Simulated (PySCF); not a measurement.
**C₃H₃AlF₂: NMR shifts at several levels of theory**

How much do the NMR shifts of C₃H₃AlF₂ (`[F][Al]([F])[C]1=CC1`) depend on the level of theory, and what does each level cost?

Computed with PySCF 2.14.0, with density-fitted response routines of our own, on a single molecule in the gas phase. Atoms count from 0, in the outputs and in this text.

### 1 Starting geometry

9 atoms, charge 0, multiplicity 1; geometry from: PBE0-D3(BJ)/def2-SVP.

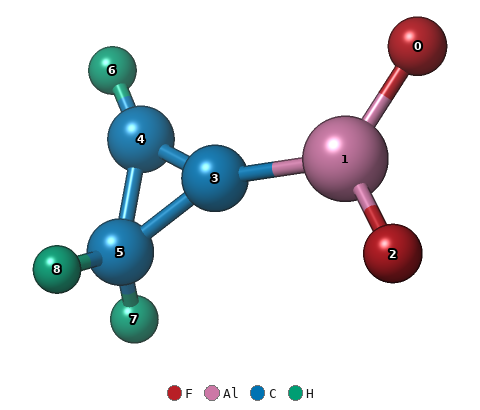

The starting geometry (fluorine red, aluminium pink, carbon blue, hydrogen teal), atoms numbered.

### 2 Nuclear shieldings: PBE0/pcSseg-2

The job: settings as JSON, then the geometry in Å.

```
{"job": {"kind": "nmr", "xc": "PBE0", "basis": "pcSseg-2", "pop": false}, "charge": 0, "multiplicity": 1}
F      2.380095     2.046450    -0.300308
Al     1.818670     0.512043    -0.039005
F      2.958575    -0.659489     0.211901
C     -0.034190     0.115500    -0.024041
C     -1.277030     0.528114    -0.084951
C     -1.143198    -0.932379     0.085429
H     -1.958424     1.372076    -0.180323
H     -1.331849    -1.604768    -0.764813
H     -1.353610    -1.394738     1.061413
```

With the program's defaults for keys left out, this is: GIAO PBE0/pcSseg-2 NMR shielding, non-relativistic, gas phase.

Launch:

```console
$ OMP_NUM_THREADS=1 python probes_run.py task.json out
```

The driver reads the jobs from task.json and runs them one after another.

Output:

```text
coarse grid: 8920 points
cycle   1  E = -557.8743258660  dE =  5.960e-01  |g| = 8.864e-01  |ddm| = 2.362e+00
cycle   2  E = -557.6834984804  dE =  1.908e-01  |g| = 1.457e+00  |ddm| = 1.329e+00
cycle   3  E = -558.0061842059  dE = -3.227e-01  |g| = 7.858e-02  |ddm| = 7.746e-01
cycle   4  E = -558.0072224397  dE = -1.038e-03  |g| = 4.581e-02  |ddm| = 8.910e-02
cycle   5  E = -558.0076827747  dE = -4.603e-04  |g| = 1.392e-02  |ddm| = 4.105e-02
cycle   6  E = -558.0077254415  dE = -4.267e-05  |g| = 4.663e-03  |ddm| = 1.218e-02
cycle   7  E = -558.0077308291  dE = -5.388e-06  |g| = 4.023e-04  |ddm| = 3.312e-03
final grid: 84840 points
cycle   8  E = -558.0122084427  dE = -8.167e-05  |g| = 5.777e-03  |ddm| = 3.001e-02
cycle   9  E = -558.0122047116  dE =  3.731e-06  |g| = 6.902e-03  |ddm| = 1.007e-02
cycle  10  E = -558.0122168284  dE = -1.212e-05  |g| = 5.364e-04  |ddm| = 5.294e-03
cycle  11  E = -558.0122168494  dE = -2.104e-08  |g| = 3.733e-04  |ddm| = 5.020e-04
cycle  12  E = -558.0122168729  dE = -2.355e-08  |g| = 6.466e-05  |ddm| = 2.312e-04
cycle  13  E = -558.0122168734  dE = -4.478e-10  |g| = 4.413e-05  |ddm| = 6.772e-05
cycle  14  E = -558.0122168738  dE = -4.547e-10  |g| = 4.362e-06  |ddm| = 2.904e-05
converged SCF energy = -558.0122168738

GIAO shielding tensors (ppm)
atom      isotropic    diamagn.    paramagn.     s11        s22        s33       span
  0 F      355.106     467.632    -112.525    303.766    321.912    439.642    135.876
  1 Al     466.617     791.683    -325.066    382.273    481.203    536.374    154.102
  2 F      352.984     467.364    -114.379    290.375    323.555    445.024    154.649
  3 C       66.661     251.816    -185.155    -80.580     73.763    206.800    287.379
  4 C       19.447     259.095    -239.648   -169.037     49.754    177.624    346.661
  5 C      177.456     243.914     -66.458    130.339    153.025    249.004    118.666
  6 H       22.006      30.270      -8.264     15.776     24.266     25.976     10.200
  7 H       30.024      28.985       1.039     24.955     26.615     38.502     13.547
  8 H       30.057      28.997       1.061     24.993     26.618     38.561     13.568
```

Run time: 30 s. Hardware: 1 thread of Arm Neoverse V1, shared host; peak memory 1 GiB.

The references, computed at this level on geometries of the same kind, shield at (ppm): 1H TMS 31.25, 13C TMS 184.1, 19F CFCl3 175.8, 27Al AlH4- 485.2. Their shielding less the atom's gives the shift. The references are single molecules in the gas phase, so shifts against H2O, NH3, PH3, H3PO4 or CFCl3 are not on the usual liquid scales and can be off by tens of ppm. Shifts against hydride references such as AlH4− lie on their own scale. Atoms listed in one row are averaged.

| atoms | environment | σ (ppm) | δ (ppm) |
| --- | --- | --- | --- |
| C4 | alkene CH | 19.4 | 164.7 |
| C3 | fully substituted alkene carbon | 66.7 | 117.5 |
| C5 | three-membered-ring carbon | 177.5 | 6.7 |
| H6 | hydrogen on an alkene CH | 22.01 | 9.24 |
| H7, H8 | hydrogen on a three-membered-ring carbon | 30.04 | 1.20 |
| F0, F2 | fluorine bonded to Al | 354.0 | -178.2 |
| Al1 | aluminium bonded to C, 2 F | 466.6 | 18.6 |

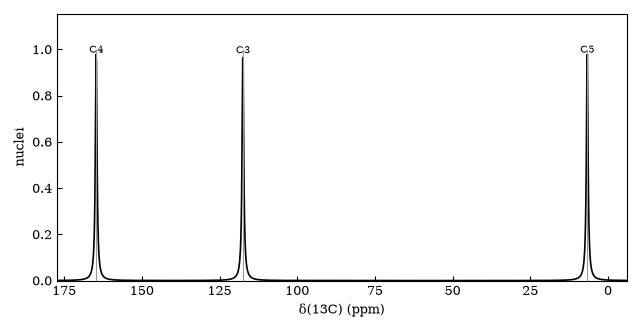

13C lines at the computed shifts, without couplings. Lines are broadened to a width of 0.63 ppm (Lorentzian).

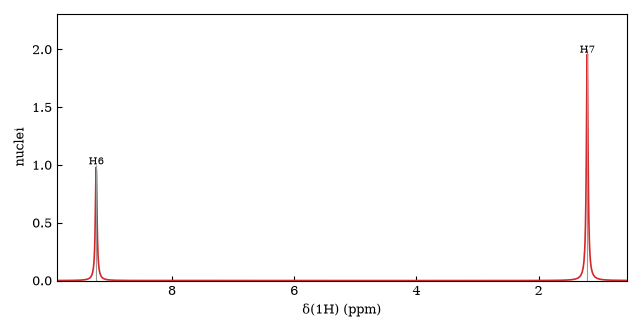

1H lines at the computed shifts, without couplings. Lines are broadened to a width of 0.03 ppm (Lorentzian).

Ring of atoms C3, C4, C5: NICS(0) -27.7, NICS(1) -7.6, NICS(1)zz -16.5 ppm (means of both faces).

In rings of three or four atoms NICS is ruled by the nearby σ bonds, so it says little on aromaticity.

### 3 Nuclear shieldings: mPW1PW91/pcSseg-2

Settings changed since step 2:

```diff
@@ -1,2 +1,2 @@
-{"job": {"kind": "nmr", "xc": "PBE0", "basis": "pcSseg-2", "pop": false}, "charge": 0, "multiplicity": 1}
+{"job": {"kind": "nmr", "xc": "mPW1PW91", "basis": "pcSseg-2", "pop": false}, "charge": 0, "multiplicity": 1}
 F      2.380095     2.046450    -0.300308
```

With the program's defaults for keys left out, this is: GIAO mPW1PW91/pcSseg-2 NMR shielding, non-relativistic, gas phase.

Output:

```text
coarse grid: 8920 points
cycle   1  E = -558.2441223674  dE =  5.973e-01  |g| = 9.059e-01  |ddm| = 2.356e+00
cycle   2  E = -558.0485686714  dE =  1.956e-01  |g| = 1.483e+00  |ddm| = 1.341e+00
cycle   3  E = -558.3806278728  dE = -3.321e-01  |g| = 7.952e-02  |ddm| = 7.802e-01
cycle   4  E = -558.3816913881  dE = -1.064e-03  |g| = 4.643e-02  |ddm| = 8.948e-02
cycle   5  E = -558.3821639231  dE = -4.725e-04  |g| = 1.423e-02  |ddm| = 4.286e-02
cycle   6  E = -558.3822090147  dE = -4.509e-05  |g| = 4.632e-03  |ddm| = 1.228e-02
cycle   7  E = -558.3822143218  dE = -5.307e-06  |g| = 4.152e-04  |ddm| = 3.334e-03
final grid: 84840 points
cycle   8  E = -558.3849097109  dE = -7.559e-05  |g| = 4.521e-03  |ddm| = 3.196e-02
cycle   9  E = -558.3849075600  dE =  2.151e-06  |g| = 5.387e-03  |ddm| = 7.458e-03
cycle  10  E = -558.3849146111  dE = -7.051e-06  |g| = 4.975e-04  |ddm| = 3.917e-03
cycle  11  E = -558.3849146290  dE = -1.794e-08  |g| = 3.371e-04  |ddm| = 4.431e-04
cycle  12  E = -558.3849146478  dE = -1.874e-08  |g| = 5.653e-05  |ddm| = 2.115e-04
cycle  13  E = -558.3849146481  dE = -3.249e-10  |g| = 3.809e-05  |ddm| = 5.751e-05
cycle  14  E = -558.3849146484  dE = -3.422e-10  |g| = 4.020e-06  |ddm| = 2.573e-05
converged SCF energy = -558.3849146484

GIAO shielding tensors (ppm)
atom      isotropic    diamagn.    paramagn.     s11        s22        s33       span
  0 F      356.212     467.671    -111.459    305.273    323.018    440.346    135.072
  1 Al     467.582     791.851    -324.269    382.886    482.374    537.484    154.598
  2 F      354.202     467.442    -113.240    292.251    324.682    445.673    153.422
  3 C       65.982     251.347    -185.365    -81.412     72.906    206.453    287.864
  4 C       18.759     259.467    -240.708   -170.048     49.510    176.814    346.862
  5 C      176.685     244.436     -67.751    129.460    152.189    248.406    118.946
  6 H       22.071      30.255      -8.184     15.856     24.327     26.030     10.174
  7 H       30.073      28.989       1.084     25.029     26.684     38.505     13.475
  8 H       30.106      29.002       1.104     25.067     26.687     38.563     13.496
```

Run time: 28 s. Hardware: 1 thread of Arm Neoverse V1, shared host; peak memory 1 GiB.

In short: δ C4 164.8, C3 117.5, C5 6.8, F0 -178.0, H6 9.22, H7 1.20 ppm (means over like atoms).

### 4 Shielding tensors: WP04/pcSseg-2

Settings changed since step 3:

```diff
@@ -1,2 +1,2 @@
-{"job": {"kind": "nmr", "xc": "mPW1PW91", "basis": "pcSseg-2", "pop": false}, "charge": 0, "multiplicity": 1}
+{"job": {"kind": "nmr", "xc": "WP04", "basis": "pcSseg-2", "pop": false}, "charge": 0, "multiplicity": 1}
 F      2.380095     2.046450    -0.300308
```

With the program's defaults for keys left out, this is: GIAO WP04/pcSseg-2 NMR shielding, non-relativistic, gas phase.

Output:

```text
coarse grid: 8920 points
cycle   1  E = -567.2313693303  dE =  6.388e-01  |g| = 1.389e+00  |ddm| = 2.381e+00
cycle   2  E = -566.5244702127  dE =  7.069e-01  |g| = 2.522e+00  |ddm| = 2.080e+00
cycle   3  E = -567.5306018083  dE = -1.006e+00  |g| = 2.040e-01  |ddm| = 1.411e+00
cycle   4  E = -567.5360017957  dE = -5.400e-03  |g| = 1.255e-01  |ddm| = 2.281e-01
cycle   5  E = -567.5393748504  dE = -3.373e-03  |g| = 4.836e-02  |ddm| = 1.121e-01
cycle   6  E = -567.5398985568  dE = -5.237e-04  |g| = 1.514e-02  |ddm| = 3.953e-02
cycle   7  E = -567.5399528033  dE = -5.425e-05  |g| = 2.231e-03  |ddm| = 1.026e-02
cycle   8  E = -567.5399535344  dE = -7.311e-07  |g| = 4.185e-04  |ddm| = 1.384e-03
final grid: 84840 points
cycle   9  E = -567.5447668801  dE = -1.337e-04  |g| = 6.466e-03  |ddm| = 4.140e-02
cycle  10  E = -567.5447588248  dE =  8.055e-06  |g| = 8.925e-03  |ddm| = 1.138e-02
cycle  11  E = -567.5447758091  dE = -1.698e-05  |g| = 1.175e-03  |ddm| = 6.202e-03
cycle  12  E = -567.5447759002  dE = -9.111e-08  |g| = 7.246e-04  |ddm| = 9.693e-04
cycle  13  E = -567.5447760068  dE = -1.065e-07  |g| = 2.499e-04  |ddm| = 5.709e-04
cycle  14  E = -567.5447760206  dE = -1.382e-08  |g| = 9.098e-05  |ddm| = 2.042e-04
cycle  15  E = -567.5447760223  dE = -1.689e-09  |g| = 7.791e-06  |ddm| = 6.062e-05
cycle  16  E = -567.5447760223  dE = -3.865e-12  |g| = 3.667e-06  |ddm| = 6.611e-06
converged SCF energy = -567.5447760223

GIAO shielding tensors (ppm)
atom      isotropic    diamagn.    paramagn.     s11        s22        s33       span
  0 F      370.198     471.423    -101.225    323.747    337.532    449.315    125.568
  1 Al     483.172     793.626    -310.454    401.854    497.203    550.459    148.605
  2 F      368.773     471.176    -102.403    313.141    339.487    453.691    140.550
  3 C       55.862     251.748    -195.885    -87.956     59.353    196.190    284.145
  4 C       10.777     261.035    -250.257   -174.624     42.156    164.800    339.424
  5 C      163.855     245.383     -81.528    114.847    138.732    237.986    123.139
  6 H       22.839      30.304      -7.465     17.098     24.982     26.437      9.339
  7 H       30.412      29.537       0.875     25.714     27.343     38.179     12.465
  8 H       30.441      29.556       0.884     25.748     27.345     38.230     12.482
```

Run time: 31 s. Hardware: 1 thread of Arm Neoverse V1, shared host; peak memory 1 GiB.

This run: δ C4 161.3, C3 116.2, C5 8.2, F0 -192.1, H6 8.77, H7 1.18 ppm (means over like atoms).

### 5 Nuclear shieldings: B97-2/pcSseg-2

Settings changed since step 4:

```diff
@@ -1,2 +1,2 @@
-{"job": {"kind": "nmr", "xc": "WP04", "basis": "pcSseg-2", "pop": false}, "charge": 0, "multiplicity": 1}
+{"job": {"kind": "nmr", "xc": "B97-2", "basis": "pcSseg-2", "pop": false}, "charge": 0, "multiplicity": 1}
 F      2.380095     2.046450    -0.300308
```

Level: GIAO B97-2/pcSseg-2 NMR shielding, non-relativistic, gas phase.

Output:

```text
coarse grid: 8920 points
cycle   1  E = -558.2140760677  dE =  5.914e-01  |g| = 9.459e-01  |ddm| = 2.374e+00
cycle   2  E = -557.9714017241  dE =  2.427e-01  |g| = 1.596e+00  |ddm| = 1.420e+00
cycle   3  E = -558.3625751082  dE = -3.912e-01  |g| = 8.937e-02  |ddm| = 8.684e-01
cycle   4  E = -558.3639349442  dE = -1.360e-03  |g| = 5.234e-02  |ddm| = 1.021e-01
cycle   5  E = -558.3645381560  dE = -6.032e-04  |g| = 1.656e-02  |ddm| = 4.641e-02
cycle   6  E = -558.3646003171  dE = -6.216e-05  |g| = 5.474e-03  |ddm| = 1.439e-02
cycle   7  E = -558.3646077016  dE = -7.384e-06  |g| = 5.497e-04  |ddm| = 3.860e-03
final grid: 84840 points
cycle   8  E = -558.3637942711  dE = -9.787e-05  |g| = 9.822e-03  |ddm| = 5.466e-02
cycle   9  E = -558.3637811037  dE =  1.317e-05  |g| = 1.324e-02  |ddm| = 8.753e-03
cycle  10  E = -558.3638053556  dE = -2.425e-05  |g| = 1.502e-03  |ddm| = 5.834e-03
cycle  11  E = -558.3638056038  dE = -2.482e-07  |g| = 4.699e-04  |ddm| = 9.161e-04
cycle  12  E = -558.3638056522  dE = -4.835e-08  |g| = 1.738e-04  |ddm| = 4.300e-04
cycle  13  E = -558.3638056591  dE = -6.921e-09  |g| = 4.450e-05  |ddm| = 1.307e-04
cycle  14  E = -558.3638056596  dE = -5.040e-10  |g| = 4.687e-06  |ddm| = 3.528e-05
converged SCF energy = -558.3638056596

GIAO shielding tensors (ppm)
atom      isotropic    diamagn.    paramagn.     s11        s22        s33       span
  0 F      359.873     467.993    -108.120    309.969    328.142    441.507    131.538
  1 Al     476.457     791.945    -315.488    393.312    491.562    544.498    151.186
  2 F      357.805     467.744    -109.939    297.109    329.737    446.570    149.461
  3 C       69.397     252.311    -182.915    -73.619     74.639    207.171    280.790
  4 C       22.593     259.650    -237.056   -161.368     52.448    176.701    338.069
  5 C      176.522     244.463     -67.942    130.081    151.826    247.659    117.578
  6 H       22.202      30.392      -8.189     16.109     24.503     25.995      9.886
  7 H       30.152      29.068       1.084     25.116     26.814     38.526     13.410
  8 H       30.185      29.084       1.101     25.154     26.817     38.584     13.430
```

It took 29 s on 1 thread of Arm Neoverse V1, shared host; peak memory 1 GiB.

This run: δ C4 160.9, C3 114.1, C5 6.9, F0 -181.4, H6 9.16, H7 1.19 ppm (means over like atoms).

### 6 Nuclear shieldings: BHandHLYP/pcSseg-2

Settings changed since step 5:

```diff
@@ -1,2 +1,2 @@
-{"job": {"kind": "nmr", "xc": "B97-2", "basis": "pcSseg-2", "pop": false}, "charge": 0, "multiplicity": 1}
+{"job": {"kind": "nmr", "xc": "BHandHLYP", "basis": "pcSseg-2", "pop": false}, "charge": 0, "multiplicity": 1}
 F      2.380095     2.046450    -0.300308
```

Method: GIAO BHandHLYP/pcSseg-2 NMR shielding, non-relativistic, gas phase.

Output:

```text
coarse grid: 8920 points
cycle   1  E = -558.1922127971  dE =  6.442e-01  |g| = 8.353e-01  |ddm| = 2.317e+00
cycle   2  E = -558.1545326719  dE =  3.768e-02  |g| = 1.053e+00  |ddm| = 1.000e+00
cycle   3  E = -558.3128616621  dE = -1.583e-01  |g| = 3.953e-02  |ddm| = 4.735e-01
cycle   4  E = -558.3131236199  dE = -2.620e-04  |g| = 3.077e-02  |ddm| = 5.414e-02
cycle   5  E = -558.3133413945  dE = -2.178e-04  |g| = 7.164e-03  |ddm| = 3.162e-02
cycle   6  E = -558.3133526190  dE = -1.122e-05  |g| = 2.780e-03  |ddm| = 7.078e-03
cycle   7  E = -558.3133545528  dE = -1.934e-06  |g| = 4.558e-04  |ddm| = 2.552e-03
final grid: 84840 points
cycle   8  E = -558.3161349625  dE = -3.148e-05  |g| = 2.751e-03  |ddm| = 1.798e-02
cycle   9  E = -558.3161351243  dE = -1.618e-07  |g| = 2.676e-03  |ddm| = 3.800e-03
cycle  10  E = -558.3161364767  dE = -1.352e-06  |g| = 2.620e-04  |ddm| = 1.659e-03
cycle  11  E = -558.3161364838  dE = -7.139e-09  |g| = 1.531e-04  |ddm| = 2.346e-04
cycle  12  E = -558.3161364883  dE = -4.502e-09  |g| = 2.021e-05  |ddm| = 1.114e-04
cycle  13  E = -558.3161364884  dE = -1.062e-10  |g| = 4.956e-06  |ddm| = 2.069e-05
converged SCF energy = -558.3161364884

GIAO shielding tensors (ppm)
atom      isotropic    diamagn.    paramagn.     s11        s22        s33       span
  0 F      367.020     468.402    -101.382    319.816    335.461    445.784    125.968
  1 Al     476.194     790.746    -314.552    392.175    487.734    548.674    156.499
  2 F      365.383     468.175    -102.792    308.408    337.022    450.720    142.313
  3 C       65.306     250.865    -185.558    -92.263     75.902    212.280    304.543
  4 C       16.662     257.464    -240.802   -186.043     55.156    180.873    366.916
  5 C      179.930     240.744     -60.814    132.027    154.105    253.658    121.631
  6 H       21.980      30.436      -8.456     15.415     24.054     26.472     11.056
  7 H       30.171      29.085       1.086     24.972     26.683     38.860     13.888
  8 H       30.205      29.094       1.111     25.011     26.686     38.919     13.908
```

Wall time 28 s (1 thread of Arm Neoverse V1, shared host); peak memory 1 GiB.

Key values: δ C4 167.6, C3 119.0, C5 4.3, F0 -164.2, H6 9.47, H7 1.26 ppm (means over like atoms).

### 7 Nuclear shieldings: CAM-B3LYP/pcSseg-2

Settings changed since step 6:

```diff
@@ -1,2 +1,2 @@
-{"job": {"kind": "nmr", "xc": "BHandHLYP", "basis": "pcSseg-2", "pop": false}, "charge": 0, "multiplicity": 1}
+{"job": {"kind": "nmr", "xc": "CAM-B3LYP", "basis": "pcSseg-2", "pop": false}, "charge": 0, "multiplicity": 1}
 F      2.380095     2.046450    -0.300308
```

Method: GIAO CAM-B3LYP/pcSseg-2 NMR shielding, non-relativistic, gas phase.

Output:

```text
coarse grid: 8920 points
cycle   1  E = -558.2263267790  dE =  6.417e-01  |g| = 8.829e-01  |ddm| = 2.296e+00
cycle   2  E = -558.1310581370  dE =  9.527e-02  |g| = 1.276e+00  |ddm| = 1.114e+00
cycle   3  E = -558.3581819443  dE = -2.271e-01  |g| = 5.091e-02  |ddm| = 5.678e-01
cycle   4  E = -558.3586196340  dE = -4.377e-04  |g| = 3.645e-02  |ddm| = 6.537e-02
cycle   5  E = -558.3589188038  dE = -2.992e-04  |g| = 9.160e-03  |ddm| = 3.741e-02
cycle   6  E = -558.3589370500  dE = -1.825e-05  |g| = 3.618e-03  |ddm| = 9.131e-03
cycle   7  E = -558.3589403905  dE = -3.340e-06  |g| = 5.605e-04  |ddm| = 3.521e-03
final grid: 84840 points
cycle   8  E = -558.3622089534  dE = -5.744e-05  |g| = 3.610e-03  |ddm| = 1.914e-02
cycle   9  E = -558.3622088574  dE =  9.594e-08  |g| = 3.817e-03  |ddm| = 4.563e-03
cycle  10  E = -558.3622114410  dE = -2.584e-06  |g| = 4.695e-04  |ddm| = 2.167e-03
cycle  11  E = -558.3622114616  dE = -2.069e-08  |g| = 2.462e-04  |ddm| = 3.787e-04
cycle  12  E = -558.3622114728  dE = -1.115e-08  |g| = 3.001e-05  |ddm| = 1.668e-04
cycle  13  E = -558.3622114730  dE = -1.694e-10  |g| = 1.094e-05  |ddm| = 2.814e-05
converged SCF energy = -558.3622114730

GIAO shielding tensors (ppm)
atom      isotropic    diamagn.    paramagn.     s11        s22        s33       span
  0 F      354.376     468.141    -113.765    301.630    322.356    439.142    137.512
  1 Al     458.453     791.560    -333.108    373.191    472.125    530.042    156.851
  2 F      352.023     467.819    -115.796    287.987    323.750    444.333    156.345
  3 C       61.193     249.819    -188.627    -91.983     67.780    207.780    299.762
  4 C       14.822     256.979    -242.156   -181.700     47.865    178.301    360.001
  5 C      177.910     240.479     -62.569    130.025    153.049    250.655    120.630
  6 H       22.015      30.388      -8.374     15.624     24.192     26.227     10.604
  7 H       30.091      29.122       0.969     25.026     26.680     38.566     13.540
  8 H       30.124      29.125       1.000     25.065     26.683     38.625     13.560
```

It took 40 s on 1 thread of Arm Neoverse V1, shared host; peak memory 1.1 GiB.

This run: δ C4 167.7, C3 121.4, C5 4.6, F0 -167.2, H6 9.32, H7 1.23 ppm (means over like atoms).

### 8 NMR shieldings: wB97X-D/pcSseg-2

Settings changed since step 7:

```diff
@@ -1,2 +1,2 @@
-{"job": {"kind": "nmr", "xc": "CAM-B3LYP", "basis": "pcSseg-2", "pop": false}, "charge": 0, "multiplicity": 1}
+{"job": {"kind": "nmr", "xc": "wB97X-D", "basis": "pcSseg-2", "pop": false}, "charge": 0, "multiplicity": 1}
 F      2.380095     2.046450    -0.300308
```

Level: GIAO wB97X-D/pcSseg-2 NMR shielding, non-relativistic, gas phase.

Output:

```text
coarse grid: 8920 points
cycle   1  E = -558.2174025511  dE =  6.516e-01  |g| = 8.739e-01  |ddm| = 2.294e+00
cycle   2  E = -558.1784190042  dE =  3.898e-02  |g| = 1.123e+00  |ddm| = 9.624e-01
cycle   3  E = -558.3489443646  dE = -1.705e-01  |g| = 4.287e-02  |ddm| = 4.562e-01
cycle   4  E = -558.3494463512  dE = -5.020e-04  |g| = 3.053e-02  |ddm| = 6.812e-02
cycle   5  E = -558.3496683098  dE = -2.220e-04  |g| = 8.576e-03  |ddm| = 3.659e-02
cycle   6  E = -558.3496890344  dE = -2.072e-05  |g| = 3.251e-03  |ddm| = 1.022e-02
cycle   7  E = -558.3496922615  dE = -3.227e-06  |g| = 7.684e-04  |ddm| = 4.595e-03
final grid: 84840 points
cycle   8  E = -558.3561087343  dE = -1.884e-04  |g| = 1.273e-02  |ddm| = 4.274e-02
cycle   9  E = -558.3561029917  dE =  5.743e-06  |g| = 1.506e-02  |ddm| = 1.157e-02
cycle  10  E = -558.3561333853  dE = -3.039e-05  |g| = 7.413e-04  |ddm| = 5.476e-03
cycle  11  E = -558.3561334686  dE = -8.331e-08  |g| = 4.161e-04  |ddm| = 8.820e-04
cycle  12  E = -558.3561335083  dE = -3.966e-08  |g| = 1.141e-04  |ddm| = 3.778e-04
cycle  13  E = -558.3561335113  dE = -2.974e-09  |g| = 3.538e-05  |ddm| = 1.059e-04
cycle  14  E = -558.3561335117  dE = -4.425e-10  |g| = 1.161e-05  |ddm| = 4.603e-05
converged SCF energy = -558.3561335117

GIAO shielding tensors (ppm)
atom      isotropic    diamagn.    paramagn.     s11        s22        s33       span
  0 F      358.643     466.685    -108.042    307.784    327.387    440.757    132.973
  1 Al     470.203     791.667    -321.464    383.598    485.988    541.024    157.426
  2 F      356.707     466.605    -109.898    295.375    328.765    445.982    150.606
  3 C       65.448     252.143    -186.695    -84.089     71.403    209.031    293.121
  4 C       18.024     258.731    -240.707   -174.304     49.898    178.477    352.780
  5 C      178.523     242.944     -64.421    131.291    154.068    250.211    118.920
  6 H       22.076      30.337      -8.261     15.727     24.266     26.234     10.507
  7 H       30.154      29.046       1.108     25.102     26.701     38.658     13.556
  8 H       30.186      29.051       1.135     25.140     26.703     38.716     13.575
```

It took 39 s on 1 thread of Arm Neoverse V1, shared host; peak memory 1.1 GiB.

In short: δ C4 166.4, C3 119.0, C5 5.9, F0 -171.3, H6 9.28, H7 1.19 ppm (means over like atoms).

[end of part 1 of 2]
